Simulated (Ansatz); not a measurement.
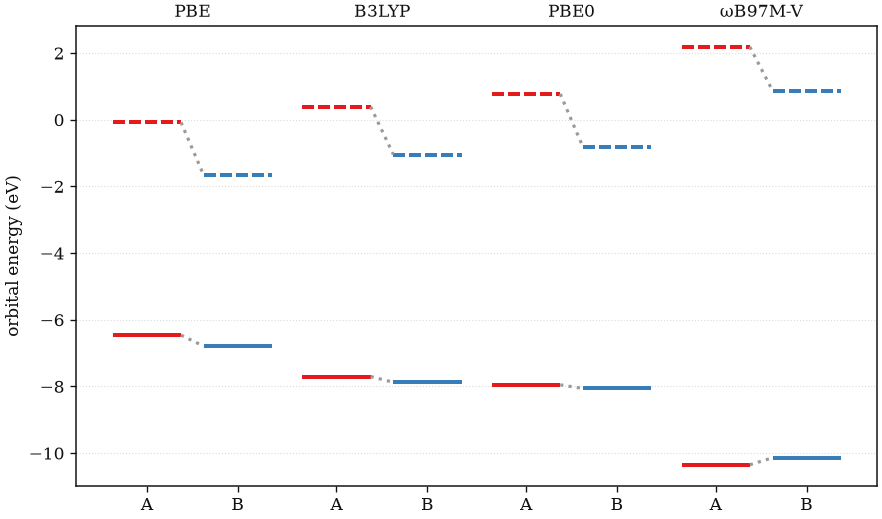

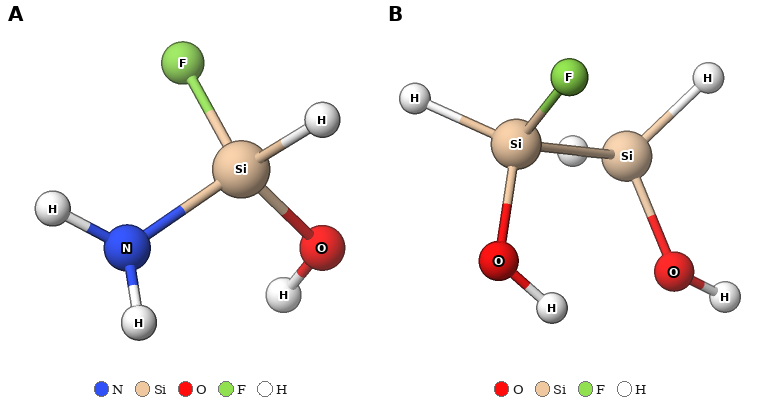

One change: A, SiNH₄OF (SMILES N[Si@@H](O)F), becomes B, Si₂H₅O₂F (SMILES O[SiH2][Si@@H](O)F). NH₂ on Si is replaced by SiH₃O (bound through Si). HOMO (solid) and LUMO (dashed) computed in def2-TZVPP at PBE0-D4/def2-TZVP geometries, both minima by their frequencies, gas phase, the Ansatz code 0.2.0. Empty levels above zero depend strongly on the basis.

What does the change do to HOMO and LUMO?

Answer. PBE: the HOMO falls by 0.33 eV, the LUMO falls by 1.59 eV, and the separation goes from 6.38 to 5.12 eV. B3LYP: the HOMO falls by 0.17 eV, the LUMO falls by 1.44 eV, and the separation goes from 8.10 to 6.83 eV. PBE0: the HOMO falls by 0.11 eV, the LUMO falls by 1.59 eV, and the separation goes from 8.73 to 7.24 eV. ωB97M-V: the HOMO rises by 0.21 eV, the LUMO falls by 1.31 eV, and the separation goes from 12.54 to 11.01 eV.

Do the functionals agree on the effect?

Answer. Not on every direction; the HOMO shift lies between −0.33 and 0.21 eV and the LUMO shift between −1.59 and −1.31 eV, while the separations themselves differ by up to 6.2 eV between functionals.

Caveats: one conformer of each flexible molecule.
